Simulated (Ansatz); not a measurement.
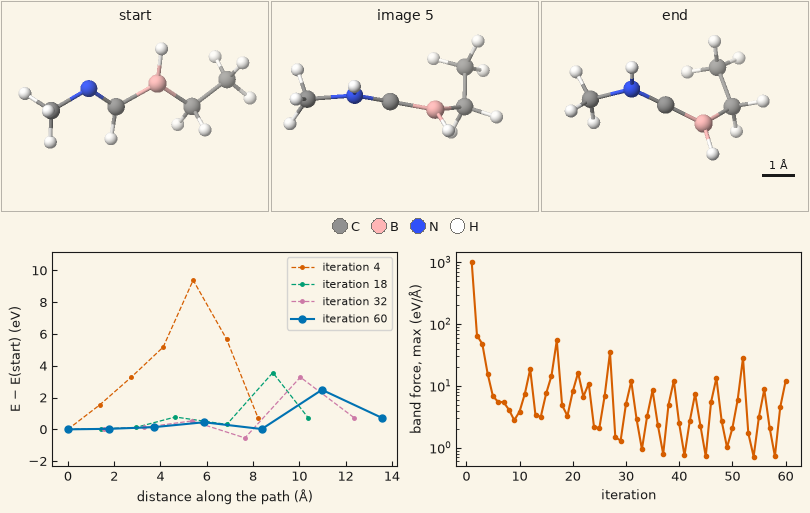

NEB run on C4H10BN. Images are numbered from 0 (start) to 6 (end). The plot follows the band through its iterations. The picture is a ball-and-stick view, seen at a tilt.

Method: RHF/def2-mTZVP (Ansatz). Run with 5 movable images; climbing image; force threshold 0.03 eV/Å; iteration limit 60; optimiser L-BFGS; largest step 0.5 Å; starting path through a guess of the saddle point.

Q: Judge this run.

A: The result isn't final. The band hadn't converged when the run stopped after 60 iterations. The largest component of the band force went from 1000 to 12 eV/Å. The barrier read from it is provisional: over the last two iterations the highest image moved from 2.61 eV to 2.49 eV. The step length is far from the usual. The first iteration put the highest image at 159.11 eV. Forward barrier 2.49 eV, backward barrier 1.76 eV, with image 5 at the top; the reaction energy is +0.73 eV. The profile has 2 maxima (images 3, 5) with a dip at image 4 (+0.02 eV), which on an unconverged band is provisional.

Limits of the set-up: Hartree-Fock leaves out electron correlation.

The run took 8.6 min on 2 threads of Intel(R) Xeon(R) 6975P-C (Granite Rapids), on a shared host, peak memory 0.38 GiB.
